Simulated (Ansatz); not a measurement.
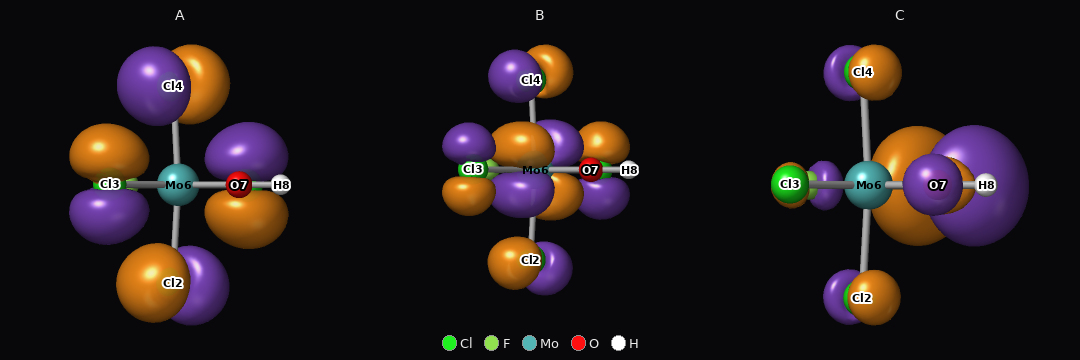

The picture shows: Cl4FHMoO (SMILES [OH][Mo]([F])([Cl])([Cl])([Cl])[Cl]). Three frontier orbitals at ±0.1 Å⁻³ᐟ² (orange and purple are the two phases), in no order.

Geometry: PBE0-D4/def2-SVP; core potentials replace the inner electrons of Mo.

These are results of Ansatz 0.2.0, isolated molecule in a Gaussian basis; Kohn-Sham density functional theory, functional PBE0, not measurements.

```xyz
8

Cl    0.2126   -2.0939   -0.7351
Cl   -0.1414    0.8765   -2.1657
Cl    0.4227    2.3061    0.6389
Cl    0.9298   -0.5005    2.0844
F     2.0554    0.0164   -0.5148
Mo    0.2888    0.1255   -0.0344
O    -1.4711   -0.0790    0.3439
H    -2.2046   -0.7083    0.3270
```

**Which picture is the HOMO−1, the HOMO and the LUMO?**

C is the HOMO−1 (−9.50 eV). It lies mainly on Cl1 (about 75 %) and O7 (about 5 %); largely a lone pair of Cl1. A is the HOMO (−8.97 eV). By Hirshfeld shares it lies mainly on Cl1 (about 25 %), Cl3 (about 25 %), Cl2 (about 25 %) and Cl4 (about 25 %); largely a combination of lone pairs on Cl1, Cl3, Cl2 and Cl4. B is the LUMO (−5.94 eV). Its weight (Hirshfeld) is mainly on Mo6 (about 55 %), Cl1 (about 10 %), Cl2 (about 10 %), Cl4 (about 10 %) and Cl3 (about 10 %).

**What is the HOMO–LUMO gap?**

3.03 eV between the orbital energies.
